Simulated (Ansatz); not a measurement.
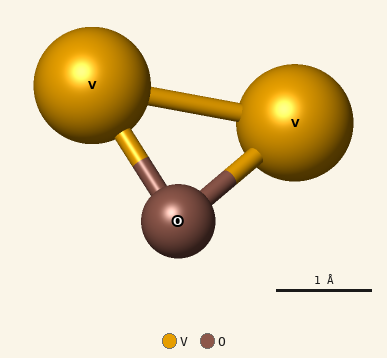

The structure as given in the input (ball-and-stick view, seen at a tilt). Sticks mark near contacts.

# Molecular dynamics, with input and output: V2O (charge +1)

V2O, charge +1, multiplicity 2, computed with UKS BLYP/6-31G* (Ansatz 0.2.0).

The geometry comes from this level: PBE-D4/def2-TZVP.

What the program printed:
```
Functional definition: BLYP
  name "BLYP"
  cite "Becke, Phys. Rev. A 38, 3098 (1988) doi:10.1103/PhysRevA.38.3098"
  cite "Lee, Yang & Parr, Phys. Rev. B 37, 785 (1988) doi:10.1103/PhysRevB.37.785"
  parameter beta = 0.0042
  parameter a = 0.04918
  parameter b = 0.132
  parameter c = 0.2533
  parameter d = 0.349
  exchange = b88_x(beta = beta)
  correlation = lyp_c(a = a, b = b, c = c, d = d)
these checks for a lower state are left out or cut short: starts
987 factors; their error is unknown
mean field evaluation 1: about -53372.0804 eV, gradient 1.0e2 eV
mean field evaluation 2: about -52651.4385 eV, gradient 3.4e2 eV
mean field evaluation 4: about -53182.7059 eV, gradient 2.1e2 eV
mean field evaluation 8: about -53410.5645 eV, gradient 1.3e1 eV
mean field evaluation 16: about -53411.7629 eV, gradient 4.9e-1 eV
mean field evaluation 32: about -53411.8563 eV, gradient 6.2e-5 eV
mean field -53411.85634809 eV, -1962.8495169356 hartree, gradient 3.7e-6 eV, S^2 2.300059; 0 other end points of the search recorded, 0 dependent functions left out
the calculation of the forces begins
reference -53411.85662802 eV, -1962.8495272231 hartree; 27, 26 occupied and 60, 61 virtual orbitals, 987 factors
md step     0: t =     0.00 fs  T =   700.0 K  F+E_penalty+E_count = -53411.85634809 eV  E_kin = 0.090482 eV  conserved = -53411.76586609 eV  (188 SCF iters)
these checks for a lower state are left out or cut short: starts, cluster_reference, orbital_swaps, neighbouring_geometries, increment
987 factors; their error is unknown
mean field -53411.86236012 eV, -1962.8497378736 hartree, gradient 9.5e-6 eV, S^2 2.302986; 0 other end points of the search recorded, 0 dependent functions left out
[... from here on the field's lines of each further geometry are left out, up to the last ...]
md step     1: t =     0.50 fs  T =   746.5 K  F+E_penalty+E_count = -53411.86236012 eV  E_kin = 0.096490 eV  conserved = -53411.76587020 eV  (73 SCF iters)
md step     2: t =     1.00 fs  T =   787.6 K  F+E_penalty+E_count = -53411.86767925 eV  E_kin = 0.101806 eV  conserved = -53411.76587257 eV  (73 SCF iters)
md step     3: t =     1.50 fs  T =   823.0 K  F+E_penalty+E_count = -53411.87225774 eV  E_kin = 0.106383 eV  conserved = -53411.76587377 eV  (72 SCF iters)
md step     4: t =     2.00 fs  T =   852.5 K  F+E_penalty+E_count = -53411.87607305 eV  E_kin = 0.110197 eV  conserved = -53411.76587284 eV  (73 SCF iters)
md step     5: t =     2.50 fs  T =   876.2 K  F+E_penalty+E_count = -53411.87912958 eV  E_kin = 0.113252 eV  conserved = -53411.76587041 eV  (72 SCF iters)
md step     6: t =     3.00 fs  T =   894.1 K  F+E_penalty+E_count = -53411.88145418 eV  E_kin = 0.115576 eV  conserved = -53411.76586630 eV  (74 SCF iters)
md step     7: t =     3.50 fs  T =   906.8 K  F+E_penalty+E_count = -53411.88309559 eV  E_kin = 0.117216 eV  conserved = -53411.76586151 eV  (74 SCF iters)
md step     8: t =     4.00 fs  T =   914.7 K  F+E_penalty+E_count = -53411.88411916 eV  E_kin = 0.118237 eV  conserved = -53411.76585583 eV  (78 SCF iters)
md step     9: t =     4.50 fs  T =   918.5 K  F+E_penalty+E_count = -53411.88460546 eV  E_kin = 0.118719 eV  conserved = -53411.76584950 eV  (72 SCF iters)
md step    10: t =     5.00 fs  T =   918.7 K  F+E_penalty+E_count = -53411.88464644 eV  E_kin = 0.118755 eV  conserved = -53411.76584266 eV  (78 SCF iters)
md step    11: t =     5.50 fs  T =   916.3 K  F+E_penalty+E_count = -53411.88434247 eV  E_kin = 0.118444 eV  conserved = -53411.76583553 eV  (76 SCF iters)
md step    12: t =     6.00 fs  T =   912.1 K  F+E_penalty+E_count = -53411.88379873 eV  E_kin = 0.117893 eV  conserved = -53411.76582800 eV  (78 SCF iters)
md step    13: t =     6.50 fs  T =   906.8 K  F+E_penalty+E_count = -53411.88312347 eV  E_kin = 0.117207 eV  conserved = -53411.76582087 eV  (77 SCF iters)
md step    14: t =     7.00 fs  T =   901.2 K  F+E_penalty+E_count = -53411.88242330 eV  E_kin = 0.116495 eV  conserved = -53411.76581401 eV  (78 SCF iters)
the calculation of the forces begins
reference -53411.88208298 eV, -1962.8504626754 hartree; 27, 26 occupied and 60, 61 virtual orbitals, 987 factors
these checks for a lower state are left out or cut short: starts
987 factors; their error is unknown
mean field -53411.88180185 eV, -1962.8504523442 hartree, gradient 6.0e-6 eV, S^2 2.319576; 0 other end points of the search recorded, 0 dependent functions left out
the calculation of the forces begins
reference -53411.88208298 eV, -1962.8504626754 hartree; 27, 26 occupied and 60, 61 virtual orbitals, 987 factors
md step    15: t =     7.50 fs  T =   896.3 K  F+E_penalty+E_count = -53411.88180185 eV  E_kin = 0.115859 eV  conserved = -53411.76580756 eV  (45 SCF iters)
```

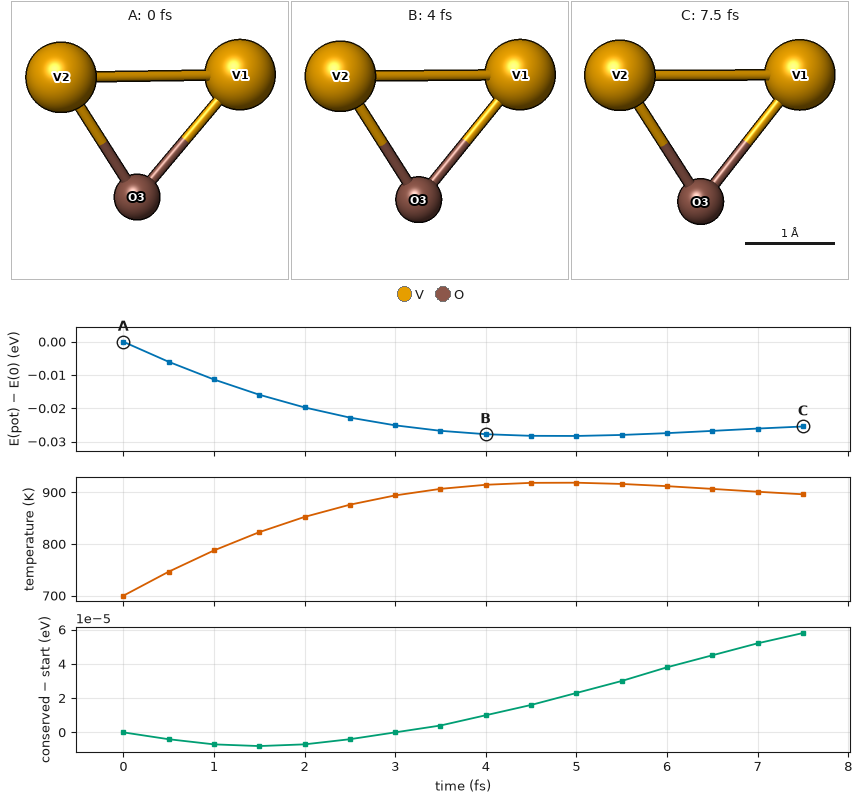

Frames of the molecular dynamics (ball-and-stick, seen at a tilt) above the curves, on which the letters mark them. The trajectory kept here has 16 frames over 7.5 fs. The temperature starts at 700 K, ranges from 700 to 919 K and averages 911 K over the second half. The potential energy ends 0.025 eV below its first value. The conserved quantity stays within 6.6e-05 eV. After an unweighted best fit of the last frame on the first, the root-mean-square displacement is 0.04 Å.

```
Total energy: -53411.88208298 eV, -1962.8504626754 hartree
Atom 0 at     2.014158     0.028728    -1.818785 Å, force    -0.279896     0.259045     1.795110 eV/Å
Atom 1 at     0.361645     0.010717    -0.293973 Å, force     0.783481     0.083960    -0.280692 eV/Å
Atom 2 at     2.130781     0.355657    -0.016843 Å, force    -0.503584    -0.343005    -1.514418 eV/Å
Dipole moment:    -0.465765    -0.160236    -0.480037 e Å
Checks for a lower state left out: starts
```

Trajectory as extended XYZ (Å, eV, eV/Å), 16 frames, from step=0 to step=15:
```
3
Properties=species:S:1:pos:R:3:forces:R:3 step=0 time_fs=0.0 energy=-53411.85635 temperature=700.0
V     2.0137    0.0282   -1.8214   -0.3925   0.1039   0.9963
V     0.3852    0.0153   -0.2905   -0.9242  -0.2576  -0.5986
O     2.0573    0.3428   -0.0196    1.3166   0.1537  -0.3977
3
Properties=species:S:1:pos:R:3:forces:R:3 step=1 time_fs=0.5 energy=-53411.86236 temperature=746.5
V     2.0139    0.0282   -1.8216   -0.3875   0.1166   1.0661
V     0.3837    0.0150   -0.2906   -0.7786  -0.2287  -0.5731
O     2.0616    0.3437   -0.0185    1.1662   0.1121  -0.4931
3
Properties=species:S:1:pos:R:3:forces:R:3 step=2 time_fs=1.0 energy=-53411.86768 temperature=787.6
V     2.0140    0.0282   -1.8219   -0.3821   0.1293   1.1353
V     0.3821    0.0147   -0.2907   -0.6344  -0.2001  -0.5475
O     2.0661    0.3447   -0.0175    1.0165   0.0708  -0.5878
3
Properties=species:S:1:pos:R:3:forces:R:3 step=3 time_fs=1.5 energy=-53411.87226 temperature=823.0
V     2.0141    0.0282   -1.8220   -0.3762   0.1419   1.2033
V     0.3806    0.0144   -0.2908   -0.4926  -0.1719  -0.5221
O     2.0707    0.3456   -0.0165    0.8688   0.0300  -0.6812
3
Properties=species:S:1:pos:R:3:forces:R:3 step=4 time_fs=2.0 energy=-53411.87607 temperature=852.5
V     2.0142    0.0282   -1.8221   -0.3698   0.1543   1.2697
V     0.3790    0.0141   -0.2910   -0.3542  -0.1444  -0.4971
O     2.0755    0.3465   -0.0157    0.7239  -0.0100  -0.7726
3
Properties=species:S:1:pos:R:3:forces:R:3 step=5 time_fs=2.5 energy=-53411.87913 temperature=876.2
V     2.0143    0.0282   -1.8222   -0.3629   0.1664   1.3341
V     0.3774    0.0138   -0.2911   -0.2200  -0.1176  -0.4726
O     2.0804    0.3475   -0.0150    0.5829  -0.0488  -0.8615
3
Properties=species:S:1:pos:R:3:forces:R:3 step=6 time_fs=3.0 energy=-53411.88145 temperature=894.1
V     2.0143    0.0282   -1.8222   -0.3557   0.1782   1.3961
V     0.3757    0.0135   -0.2913   -0.0908  -0.0918  -0.4488
O     2.0853    0.3484   -0.0144    0.4464  -0.0864  -0.9473
3
Properties=species:S:1:pos:R:3:forces:R:3 step=7 time_fs=3.5 energy=-53411.88310 temperature=906.8
V     2.0144    0.0282   -1.8221   -0.3481   0.1896   1.4554
V     0.3741    0.0132   -0.2916    0.0329  -0.0671  -0.4258
O     2.0903    0.3493   -0.0139    0.3152  -0.1226  -1.0296
3
Properties=species:S:1:pos:R:3:forces:R:3 step=8 time_fs=4.0 energy=-53411.88412 temperature=914.7
V     2.0144    0.0282   -1.8220   -0.3401   0.2006   1.5116
V     0.3725    0.0129   -0.2918    0.1505  -0.0435  -0.4038
O     2.0954    0.3503   -0.0136    0.1896  -0.1570  -1.1078
3
Properties=species:S:1:pos:R:3:forces:R:3 step=9 time_fs=4.5 energy=-53411.88460 temperature=918.5
V     2.0144    0.0283   -1.8217   -0.3319   0.2110   1.5644
V     0.3709    0.0126   -0.2921    0.2617  -0.0212  -0.3827
O     2.1005    0.3511   -0.0135    0.0702  -0.1897  -1.1817
3
Properties=species:S:1:pos:R:3:forces:R:3 step=10 time_fs=5.0 energy=-53411.88465 temperature=918.7
V     2.0144    0.0283   -1.8214   -0.3235   0.2208   1.6136
V     0.3693    0.0123   -0.2923    0.3662  -0.0002  -0.3628
O     2.1056    0.3520   -0.0136   -0.0427  -0.2205  -1.2508
3
Properties=species:S:1:pos:R:3:forces:R:3 step=11 time_fs=5.5 energy=-53411.88434 temperature=916.3
V     2.0144    0.0284   -1.8211   -0.3148   0.2299   1.6587
V     0.3677    0.0120   -0.2926    0.4638   0.0194  -0.3439
O     2.1107    0.3528   -0.0138   -0.1489  -0.2493  -1.3148
3
Properties=species:S:1:pos:R:3:forces:R:3 step=12 time_fs=6.0 energy=-53411.88380 temperature=912.1
V     2.0143    0.0284   -1.8206   -0.3061   0.2384   1.6997
V     0.3662    0.0117   -0.2929    0.5543   0.0376  -0.3263
O     2.1158    0.3536   -0.0143   -0.2482  -0.2760  -1.3734
3
Properties=species:S:1:pos:R:3:forces:R:3 step=13 time_fs=6.5 energy=-53411.88312 temperature=906.8
V     2.0143    0.0285   -1.8201   -0.2973   0.2461   1.7363
V     0.3646    0.0113   -0.2933    0.6378   0.0545  -0.3099
O     2.1209    0.3543   -0.0149   -0.3404  -0.3005  -1.4264
3
Properties=species:S:1:pos:R:3:forces:R:3 step=14 time_fs=7.0 energy=-53411.88242 temperature=901.2
V     2.0142    0.0286   -1.8195   -0.2886   0.2530   1.7681
V     0.3631    0.0110   -0.2936    0.7141   0.0699  -0.2947
O     2.1259    0.3550   -0.0158   -0.4256  -0.3229  -1.4735
3
Properties=species:S:1:pos:R:3:forces:R:3 step=15 time_fs=7.5 energy=-53411.88180 temperature=896.3
V     2.0142    0.0287   -1.8188   -0.2799   0.2590   1.7951
V     0.3616    0.0107   -0.2940    0.7835   0.0840  -0.2807
O     2.1308    0.3557   -0.0168   -0.5036  -0.3430  -1.5144
```

The run was set up as follows.

Input:
```yaml
crystal:
  periodic: [false, false, false]
  atoms:
    - {symbol: V, position_ang: [2.013708, 0.028210, -1.821379]}
    - {symbol: V, position_ang: [0.385164, 0.015265, -0.290509]}
    - {symbol: O, position_ang: [2.057328, 0.342825, -0.019613]}
basis:
  gaussian: {orbitals: "6-31G*"}
total_charge: 1
magnetization: {spin_polarized: true, initial_magnetization: 1}
hamiltonian: {xc: {name: BLYP}}
md: {timestep: 0.5 fs, n_steps: 15, ensemble: nvt_nose_hoover, temperature: 700, initial_velocities: maxwell_boltzmann, seed: 683}
scf: {omitted_lower_state_checks: [starts]}
```

Command:
```bash
ansatz run in.yaml --threads 4 --pin off --events-out ev --progress --plain --max-ram 3916MiB
```

Summary:

```csv
quantity,value
outcome,finished
mean temperature over the second half,911 K
trajectory,"15 steps, 7.5 fs"
ensemble,nvt_nose_hoover
temperature in the input,700 K
time step,0.5 fs
potential energy (last step),−53411.8821 eV
⟨S²⟩ (last step),2.320
SCF solution under orbital rotations (last step),stable
largest force (length of the vector) (last step),1.835 eV/Å
hardware,"4 threads of Arm Neoverse V2, 23 GiB of memory available, shared host"
wall time,49 s (CPU time 3.1 min)
peak memory,0.22 GiB
```

Remarks:

⟨S²⟩ is 2.32 against 0.75 for a pure state: the solution is spin-contaminated. So short a trajectory is not equilibrated. The temperature stays far from the 700 K of the thermostat over the second half: the run isn't equilibrated.
